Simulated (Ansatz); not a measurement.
# TaO+ (singlet): the correlation ladder, def2-TZVPP

Aim: climb from Hartree-Fock through coupled cluster and multireference methods for TaO+ (singlet) at one geometry and basis, and see what each rung misses.

Program: Ansatz 0.2.0, Gaussian basis. Level of theory: def2-TZVPP, core rule «outside noble gas», up to 5 orbitals frozen. These are calculated values, not measurements.

Plan: UHF; CCSD(T) on RHF; CCSD(T) on UHF; CCSDT(Q) on RHF; CCSDT(Q) on UHF; CASSCF and MRCISD+Q, 10 electrons in 10 orbitals; CASSCF and NEVPT2, 10 electrons in 10 orbitals.

5 further runs of the same task are left out: 2 for a known fault of the program, 3 set aside as unsound or not needed.

**1. The system**

The geometry is a PBE0/def2-TZVP stationary point (not a proven minimum). No spin-orbit coupling is included. Elements past krypton take def2 core potentials.

2 atoms, charge 1, spin multiplicity 1.

Atoms are counted from 1 here; the program's logs count them from 0.

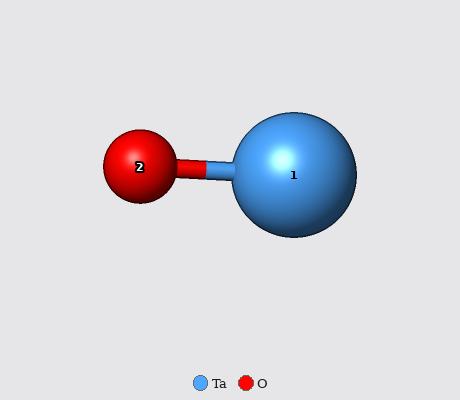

The structure; tantalum blue, oxygen red; atoms are numbered from 1 in the order of the file.

In the tables R marks a restricted determinant and U an unrestricted one; 'valence' is the active space of 10 electrons in 10 orbitals; energies count from the table's Hartree-Fock row.

**2. UHF**

The input, in.yaml:

```yaml
crystal:
  periodic: [false, false, false]
  atoms:
    - {symbol: Ta, position_ang: [0.000000, 0.000000, 0.000000]}
    - {symbol: O, position_ang: [0.000000, 0.000000, 1.651800]}
basis:
  gaussian: {orbitals: def2-TZVPP}
total_charge: 1
magnetization: {spin_polarized: true, initial_magnetization: 0}
hamiltonian: {xc: hf}
output: {orbitals: {seedname: orbitals}}
```

The run is started by

```sh
> ansatz run in.yaml --threads 1 --pin off --events-out ev --progress --plain --max-ram 4096MiB --backend cpu
```

What it wrote:

```text
Functional definition: HF
  name "HF"
  cite "Fock, Z. Phys. 61, 126 (1930) doi:10.1007/BF01340294"
  parent pbe
  exchange = exact_x
  correlation = 0
716 factors; their error is unknown
mean field evaluation 1: about -3543.0711 eV, gradient 7.2e1 eV
mean field evaluation 2: about -3465.4743 eV, gradient 1.5e2 eV
mean field evaluation 4: about -3563.1519 eV, gradient 1.7e0 eV
mean field evaluation 8: about -3563.1740 eV, gradient 4.8e-2 eV
mean field evaluation 16: about -3563.4219 eV, gradient 1.4e0 eV
mean field evaluation 32: about -3562.4272 eV, gradient 1.8e0 eV
mean field evaluation 64: about -3564.1830 eV, gradient 6.1e-1 eV
mean field evaluation 96: about -3563.6351 eV, gradient 1.1e0 eV
mean field evaluation 128: about -3564.1980 eV, gradient 1.5e0 eV
mean field evaluation 160: about -3560.8969 eV, gradient 7.8e-1 eV
mean field evaluation 192: about -3563.2149 eV, gradient 1.9e-5 eV
mean field evaluation 224: about -3564.0487 eV, gradient 1.2e0 eV
mean field -3564.43629040 eV, -130.9906176104 hartree, gradient 2.1e-5 eV, S^2 1.010712; 7 other end points of the search recorded, 0 dependent functions left out
reference -3564.43629040 eV, -130.9906176104 hartree; 10, 10 occupied and 77, 77 virtual orbitals, 716 factors
Total energy: -3564.43629040 eV, -130.9906176104 hartree
```

Run time: 4.1 s. Hardware: 1 thread of AMD EPYC 7R13, shared host.

From the report: ⟨S²⟩ of the determinant 1.011 (pure singlet: 0.00). The determinant is far from a pure spin state, so its energy mixes those of several spin states (harmless only where they are near-degenerate, as at dissociation).

The unrestricted solution breaks the spin symmetry, so the restricted determinant is unstable here.

**3. CCSD(T) on RHF**

in.yaml, as its differences from that of step 2:

```diff
@@ -8,4 +8,4 @@
 total_charge: 1
-magnetization: {spin_polarized: true, initial_magnetization: 0}
-hamiltonian: {xc: hf}
-output: {orbitals: {seedname: orbitals}}
+magnetization: {spin_polarized: false}
+correlation: {method: ccsd_t, electrons: outside_noble_gas}
+output: {forces: true}
```

The command is unchanged.

What it wrote, cut to the lines that bear on the results:

```text
Functional definition: HF
  name "HF"
  cite "Fock, Z. Phys. 61, 126 (1930) doi:10.1007/BF01340294"
  parent pbe
[...]
566 factors; integrals over basis functions are off by at most 8.4e-4 eV
[...]
mean field -3563.21490774 eV, -130.9457326258 hartree, gradient 2.7e-6 eV, S^2 0.000000; 4 other end points of the search recorded, 0 dependent functions left out; unrestricted orbitals would lower it
determinant -3563.21490774 eV, -130.9457326258 hartree, with singles and doubles -3573.19734271 eV, -131.3125803445 hartree
determinant -3563.08560813 eV, -130.9409809525 hartree, with singles and doubles -3572.59526951 eV, -131.2904545624 hartree
unrestricted determinant -3564.43633507 eV, -130.9906192522 hartree, S^2 1.0107
5 core orbitals not correlated: weight in the atoms' cores, before any rotation towards them, 0.960 or more for the frozen orbitals, at most 0.033 for the correlated occupied ones
reference -3563.21490774 eV, -130.9457326258 hartree; 5, 5 occupied and 77, 77 virtual orbitals, 566 factors
second order -10.46984137 eV of doubles, -0.00000000 eV of singles
cycle   1  -9.82711641 eV  change   -7.3e-1 eV  update   4.2e-2
[...]
cycle  18  -9.96661868 eV  change    7.7e-7 eV  update   7.2e-7
perturbative correction -0.81712586 eV, -0.0300288216 hartree
[...]
Total energy: -3573.99865229 eV, -131.3420279282 hartree
Atom 0 at     0.000000     0.000000     0.000000 Å, force    -0.000000     0.000000    -2.181223 eV/Å
Atom 1 at     0.000000     0.000000     1.651800 Å, force     0.000000    -0.000000     2.181223 eV/Å
Dipole moment:    -0.000000     0.000000    -0.744840 e Å
```

Run time: 9.5 s. Hardware: 1 thread of AMD EPYC 7R13, shared host; peak memory 0.35 GiB.

From the report: correlation -10.7837 eV; T1 0.033; largest double amplitude 0.27.

**4. CCSD(T) on UHF**

in.yaml, as its differences from that of step 3:

```diff
@@ -8,3 +8,3 @@
 total_charge: 1
-magnetization: {spin_polarized: false}
+magnetization: {spin_polarized: true, initial_magnetization: 0}
 correlation: {method: ccsd_t, electrons: outside_noble_gas}
```

Same command.

What it wrote, cut to the lines that bear on the results:

```text
Functional definition: HF
  name "HF"
  cite "Fock, Z. Phys. 61, 126 (1930) doi:10.1007/BF01340294"
  parent pbe
[...]
566 factors; integrals over basis functions are off by at most 8.4e-4 eV
[...]
mean field -3564.43633508 eV, -130.9906192524 hartree, gradient 2.1e-6 eV, S^2 1.010712; 26 other end points of the search recorded, 0 dependent functions left out
determinant -3564.43633508 eV, -130.9906192524 hartree, with singles and doubles -3573.63832372 eV, -131.3287860978 hartree
determinant -3564.07340497 eV, -130.9772818168 hartree, with singles and doubles -3573.44996889 eV, -131.3218641853 hartree
determinant -3563.81426141 eV, -130.9677584667 hartree, with singles and doubles -3572.87687922 eV, -131.3008035285 hartree
determinant -3562.75435773 eV, -130.9288077248 hartree, with singles and doubles -3572.53193589 eV, -131.2881270947 hartree
[...]
5 core orbitals not correlated: weight in the atoms' cores, before any rotation towards them, 0.956 or more for the frozen orbitals, at most 0.037 for the correlated occupied ones
reference -3564.43633508 eV, -130.9906192524 hartree; 5, 5 occupied and 77, 77 virtual orbitals, 566 factors
second order -9.75270318 eV of doubles, -0.00000000 eV of singles
cycle   1  -9.21043051 eV  change    2.6e-6 eV  update   7.6e-6
[...]
cycle  17  -9.21043344 eV  change    4.7e-7 eV  update   2.6e-7
perturbative correction -0.67167342 eV, -0.0246835429 hartree
WARN: the results are in doubt because among natural orbitals the method converges to other amplitudes
[...]
Total energy: -3574.31844194 eV, -131.3537799811 hartree
Atom 0 at     0.000000     0.000000     0.000000 Å, force     0.000000     0.000000    -2.156585 eV/Å
Atom 1 at     0.000000     0.000000     1.651800 Å, force    -0.000000    -0.000000     2.156585 eV/Å
Dipole moment:     0.000000    -0.000000    -0.805138 e Å
In doubt: among natural orbitals the method converges to other amplitudes
```

Run time: 68 s. Hardware: 1 thread of AMD EPYC 7R13, shared host; peak memory 0.66 GiB.

From the report: ⟨S²⟩ of the determinant 1.011 (pure singlet: 0.00); correlation -9.8821 eV; T1 0.037; largest double amplitude 0.19. The determinant is far from a pure spin state, so its energy mixes those of several spin states (harmless only where they are near-degenerate, as at dissociation). Mind the lines of doubt at the end of the log.

**5. CCSDT(Q) on RHF**

The input, in.yaml:

```yaml
crystal:
  periodic: [false, false, false]
  atoms:
    - {symbol: Ta, position_ang: [0.000000, 0.000000, 0.000000]}
    - {symbol: O, position_ang: [0.000000, 0.000000, 1.651800]}
basis:
  gaussian: {orbitals: def2-TZVPP}
total_charge: 1
magnetization: {spin_polarized: false}
correlation: {method: ccsdt_q, electrons: outside_noble_gas}
```

The run is started by

```sh
> ansatz run in.yaml --threads 2 --pin off --events-out ev --progress --plain --max-ram 24576MiB --backend cuda --devices 0, --max-vram 18GiB
```

What it wrote, cut to the lines that bear on the results:

```text
Functional definition: HF
  name "HF"
  cite "Fock, Z. Phys. 61, 126 (1930) doi:10.1007/BF01340294"
  parent pbe
[...]
1062 factors; integrals over basis functions are off by at most 2.8e-5 eV
[...]
mean field -3563.21491430 eV, -130.9457328667 hartree, gradient 3.4e-6 eV, S^2 0.000000; 4 other end points of the search recorded, 0 dependent functions left out; unrestricted orbitals would lower it
determinant -3563.21491430 eV, -130.9457328667 hartree, with singles and doubles -3573.19735972 eV, -131.3125809696 hartree
determinant -3563.08561957 eV, -130.9409813730 hartree, with singles and doubles -3572.59497578 eV, -131.2904437679 hartree
unrestricted determinant -3564.43634683 eV, -130.9906196843 hartree, S^2 1.0107
5 core orbitals not correlated: weight in the atoms' cores, before any rotation towards them, 0.960 or more for the frozen orbitals, at most 0.033 for the correlated occupied ones
reference -3563.21491430 eV, -130.9457328667 hartree; 5, 5 occupied and 77, 77 virtual orbitals, 1062 factors
second order -10.46986226 eV of doubles, -0.00000000 eV of singles
cycle   1  -8.86824507 eV  change     1.6e0 eV  update   2.4e-1
[...]
cycle  23  -10.79142016 eV  change    6.7e-7 eV  update   8.5e-7
perturbative correction -0.01957459 eV, -0.0007193528 hartree
Total energy: -3574.02590904 eV, -131.3430295955 hartree
```

Wall time 9.5 s (1 × H100 (card shared with other runs) with 2 threads of AMD EPYC 7R13, shared host); peak host memory 0.81 GiB.

From the report: correlation -10.8110 eV; T1 0.033; largest double amplitude 0.42.

**6. CCSDT(Q) on UHF**

in.yaml, as its differences from that of step 5:

```diff
@@ -8,3 +8,3 @@
 total_charge: 1
-magnetization: {spin_polarized: false}
+magnetization: {spin_polarized: true, initial_magnetization: 0}
 correlation: {method: ccsdt_q, electrons: outside_noble_gas}
```

Same command.

What it wrote, cut to the lines that bear on the results:

```text
Functional definition: HF
  name "HF"
  cite "Fock, Z. Phys. 61, 126 (1930) doi:10.1007/BF01340294"
  parent pbe
[...]
1062 factors; integrals over basis functions are off by at most 2.8e-5 eV
[...]
mean field -3564.43634683 eV, -130.9906196843 hartree, gradient 2.4e-6 eV, S^2 1.010713; 26 other end points of the search recorded, 0 dependent functions left out
determinant -3564.43634683 eV, -130.9906196843 hartree, with singles and doubles -3573.63834329 eV, -131.3287868168 hartree
determinant -3564.07341637 eV, -130.9772822360 hartree, with singles and doubles -3573.44998726 eV, -131.3218648603 hartree
determinant -3563.81427430 eV, -130.9677589404 hartree, with singles and doubles -3572.87689869 eV, -131.3008042440 hartree
determinant -3562.75436611 eV, -130.9288080328 hartree, with singles and doubles -3572.53235041 eV, -131.2881423282 hartree
[...]
determinant -3563.21491430 eV, -130.9457328667 hartree, with singles and doubles -3573.23915063 eV, -131.3141167571 hartree
determinant -3563.08561956 eV, -130.9409813728 hartree, with singles and doubles -3572.54561095 eV, -131.2886296439 hartree
5 core orbitals not correlated: weight in the atoms' cores, before any rotation towards them, 0.956 or more for the frozen orbitals, at most 0.037 for the correlated occupied ones
reference -3564.43634683 eV, -130.9906196843 hartree; 5, 5 occupied and 77, 77 virtual orbitals, 1062 factors
second order -9.75271269 eV of doubles, -0.00000000 eV of singles
cycle   1  -8.33133170 eV  change     1.4e0 eV  update   2.2e-1
[...]
cycle  55  -9.89042991 eV  change    1.5e-7 eV  update   2.8e-7
perturbative correction -0.05154267 eV, -0.0018941583 hartree
WARN: the results are in doubt because among natural orbitals full CI differs from the method by +0.828 eV
Total energy: -3574.37831941 eV, -131.3559804377 hartree
In doubt: among natural orbitals full CI differs from the method by +0.828 eV
```

It took 33 s on 1 × H100 (card shared with other runs) with 2 threads of AMD EPYC 7R13, shared host; peak host memory 0.94 GiB.

From the report: ⟨S²⟩ of the determinant 1.011 (pure singlet: 0.00); correlation -9.9420 eV; T1 0.036; largest double amplitude 0.35. The determinant is far from a pure spin state, so its energy mixes those of several spin states (harmless only where they are near-degenerate, as at dissociation). The program marks this result as in doubt; its last lines say why.

**7. CASSCF and MRCISD+Q, 10 electrons in 10 orbitals**

The input, in.yaml:

```yaml
crystal:
  periodic: [false, false, false]
  atoms:
    - {symbol: Ta, position_ang: [0.000000, 0.000000, 0.000000]}
    - {symbol: O, position_ang: [0.000000, 0.000000, 1.651800]}
basis:
  gaussian: {orbitals: def2-TZVPP}
total_charge: 1
correlation: {method: fic_mrcisd_q, electrons: outside_noble_gas, active_space: {window: {electrons: 10, orbitals: 10}, shells: [{species: O, l: s, shell: 2}, {species: O, l: p, shell: 2}, {species: Ta, l: s, shell: 6}, {species: Ta, l: d, shell: 5}]}}
```

The command is unchanged.

What it wrote, cut to the lines that bear on the results:

```text
Functional definition: HF
  name "HF"
  cite "Fock, Z. Phys. 61, 126 (1930) doi:10.1007/BF01340294"
  parent pbe
[...]
1062 factors; integrals over basis functions are off by at most 2.8e-5 eV
[...]
mean field -3563.21491430 eV, -130.9457328667 hartree, gradient 3.4e-6 eV, S^2 0.000000; 4 other end points of the search recorded, 0 dependent functions left out; unrestricted orbitals would lower it
reference -3563.21491430 eV, -130.9457328667 hartree; 10, 10 occupied and 77, 77 virtual orbitals, 1062 factors
state -3568.21683324 eV, -131.1295499972 hartree
contracted CI cycle   1: correlation 0.00000000 eV, 0.0000000000 hartree, residual 2.89e1 eV
contracted CI cycle   2: correlation -5.25256190 eV, -0.1930280893 hartree, residual 5.14e0 eV
contracted CI cycle   3: correlation -5.44220686 eV, -0.1999974132 hartree, residual 1.25e0 eV
contracted CI cycle   4: correlation -5.45688517 eV, -0.2005368312 hartree, residual 4.33e-1 eV
contracted CI cycle   5: correlation -5.45853299 eV, -0.2005973876 hartree, residual 1.57e-1 eV
contracted CI cycle   6: correlation -5.45874269 eV, -0.2006050939 hartree, residual 6.25e-2 eV
contracted CI cycle   7: correlation -5.45877884 eV, -0.2006064222 hartree, residual 2.48e-2 eV
contracted CI cycle   8: correlation -5.45878502 eV, -0.2006066492 hartree, residual 9.25e-3 eV
contracted CI cycle   9: correlation -5.45878584 eV, -0.2006066795 hartree, residual 3.36e-3 eV
contracted CI cycle  10: correlation -5.45878594 eV, -0.2006066832 hartree, residual 1.18e-3 eV
state -3568.21683324 eV, -131.1295499972 hartree; corrected -3573.98410810 eV, -131.3414934392 hartree
Total energy: -3573.98410810 eV, -131.3414934392 hartree
Checks for a lower state left out: starts, orbital_swaps
```

It took 12 s on 1 × H100 (card shared with other runs) with 2 threads of AMD EPYC 7R13, shared host; peak host memory 0.9 GiB.

From the report: 15,912 determinants; active occupations 2.00, 1.96, 1.95, 1.95, 1.34, 0.33, 0.33, 0.06, 0.06, 0.04.

**8. CASSCF and NEVPT2, 10 electrons in 10 orbitals**

The input, in.yaml:

```yaml
crystal:
  periodic: [false, false, false]
  atoms:
    - {symbol: Ta, position_ang: [0.000000, 0.000000, 0.000000]}
    - {symbol: O, position_ang: [0.000000, 0.000000, 1.651800]}
basis:
  gaussian: {orbitals: def2-TZVPP}
total_charge: 1
correlation: {method: sc_nevpt2, electrons: outside_noble_gas, active_space: {window: {electrons: 10, orbitals: 10}, shells: [{species: O, l: s, shell: 2}, {species: O, l: p, shell: 2}, {species: Ta, l: s, shell: 6}, {species: Ta, l: d, shell: 5}]}}
```

The command is unchanged.

What it wrote:

```text
Functional definition: HF
  name "HF"
  cite "Fock, Z. Phys. 61, 126 (1930) doi:10.1007/BF01340294"
  parent pbe
  exchange = exact_x
  correlation = 0
1062 factors; integrals over basis functions are off by at most 2.8e-5 eV
mean field evaluation 1: about -3543.1060 eV, gradient 1.0e2 eV
mean field evaluation 2: about -3543.1065 eV, gradient 1.0e2 eV
mean field evaluation 4: about -3562.8545 eV, gradient 1.1e1 eV
mean field evaluation 8: about -3563.2149 eV, gradient 6.7e-2 eV
mean field evaluation 16: about -3563.0856 eV, gradient 2.8e-2 eV
mean field evaluation 32: about -3551.0576 eV, gradient 1.5e1 eV
mean field -3563.21491430 eV, -130.9457328667 hartree, gradient 3.4e-6 eV, S^2 0.000000; 4 other end points of the search recorded, 0 dependent functions left out; unrestricted orbitals would lower it
reference -3563.21491430 eV, -130.9457328667 hartree; 10, 10 occupied and 77, 77 virtual orbitals, 1062 factors
state -3568.21683324 eV, -131.1295499972 hartree
state -3568.21683324 eV, -131.1295499972 hartree; corrected -3572.97481006 eV, -131.3044024205 hartree
Total energy: -3572.97481006 eV, -131.3044024205 hartree
Checks for a lower state left out: starts, orbital_swaps
```

It took 11 s on 1 × H100 (card shared with other runs) with 2 threads of AMD EPYC 7R13, shared host; peak host memory 0.8 GiB.

From the report: 15,912 determinants; active occupations 2.00, 1.96, 1.95, 1.95, 1.34, 0.33, 0.33, 0.06, 0.06, 0.04.

**9. Natural occupations**

Natural occupations of the CASSCF valence state about the gap (report; correlated orbitals 1 to 10): 1.997, 1.960, 1.946, 1.946, 1.343, 0.329, 0.329, 0.055, 0.055, 0.040. The count of effectively unpaired electrons, Σ n²(2 − n)², is 1.44; a single determinant of this spin has 0.

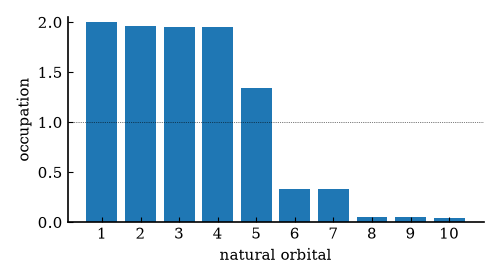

Natural occupations of the CASSCF valence state.

**10. All levels against the top one**

No level here is safe as a reference; RCCSDT(Q) serves as a yardstick only. Rows without a time come out of other runs: HF, MP2 and CCSD of CCSD(T), CCSDT of CCSDT(Q), CASSCF and MRCISD of the multireference runs. The times of RCCSD(T), UCCSD(T) include forces.

```
          method  energy from the lowest RHF (kJ/mol)  from RCCSDT(Q) (kJ/mol)         time
             RHF                                  0.0                  +1043.1             
             UHF                               -117.8                   +925.3             
            RMP2                              -1010.2                    +32.9             
            UMP2                              -1058.8                    -15.7             
           RCCSD                               -961.6                    +81.5             
           UCCSD                              -1006.5                    +36.6             
        RCCSD(T)                              -1040.5                     +2.6        9.5 s
        UCCSD(T)                              -1071.3                    -28.2         68 s
          RCCSDT                              -1041.2                     +1.9             
          UCCSDT                              -1072.1                    -29.0             
       RCCSDT(Q)                              -1043.1                        0  9.5 s (GPU)
       UCCSDT(Q)                              -1077.1                    -34.0   33 s (GPU)
  CASSCF valence                               -482.6                   +560.5             
  NEVPT2 valence                               -941.7                   +101.4   11 s (GPU)
  MRCISD valence                              -1009.3                    +33.8             
MRCISD+Q valence                              -1039.1                     +4.0   12 s (GPU)
```

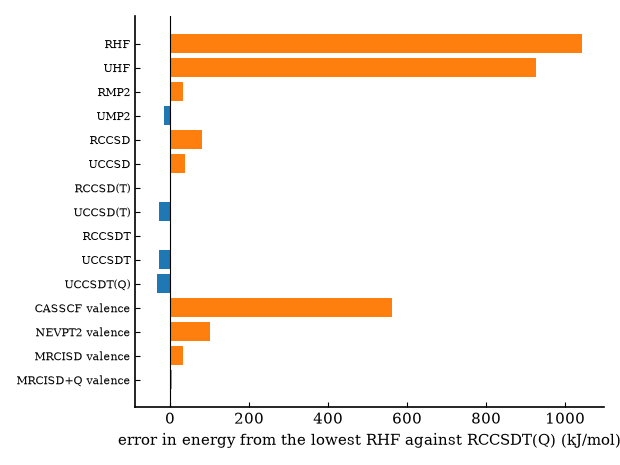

Error of each method against RCCSDT(Q).

Some runs used a GPU and others CPU threads alone; cost is compared among the GPU runs only.

The program flags UCCSD(T), UCCSDT(Q) as in doubt (see the logs), so those rows may rest on another solution; read them beside their warnings.

**11. Summary of results**

| quantity | value |
| --- | --- |
| RCCSDT(Q) from the RHF energy | -10.8110 eV |
| RMP2 from RCCSDT(Q) | +32.9 kJ/mol |
| UMP2 from RCCSDT(Q) | -15.7 kJ/mol |
| RCCSD from RCCSDT(Q) | +81.5 kJ/mol |
| RCCSD(T) from RCCSDT(Q) | +2.6 kJ/mol |
| UCCSD(T) from RCCSDT(Q) | -28.2 kJ/mol |
| UCCSDT(Q) from RCCSDT(Q) | -34.0 kJ/mol |
| NEVPT2 valence from RCCSDT(Q) | +101.4 kJ/mol |
| MRCISD+Q valence from RCCSDT(Q) | +4.0 kJ/mol |
| T1 diagnostic | 0.033 |
| effectively unpaired electrons | 1.44 |

**Reading.** RCCSD(T) lands +2.6 kJ/mol from the yardstick (0.3 % of the correlation energy). CCSD(T) misses by +2.6 kJ/mol on the restricted determinant and by -28.2 kJ/mol on the unrestricted one; the two need not hold the same state or core. The occupations show strong static correlation (1.4 unpaired electrons where one determinant has 0). Warnings: restricted reference is unstable; spin contamination; large T1 diagnostic.

The restricted and unrestricted ladders end 0.35 eV apart at CCSDT(Q), so they describe two states, and rows of one don't measure the error of the other.
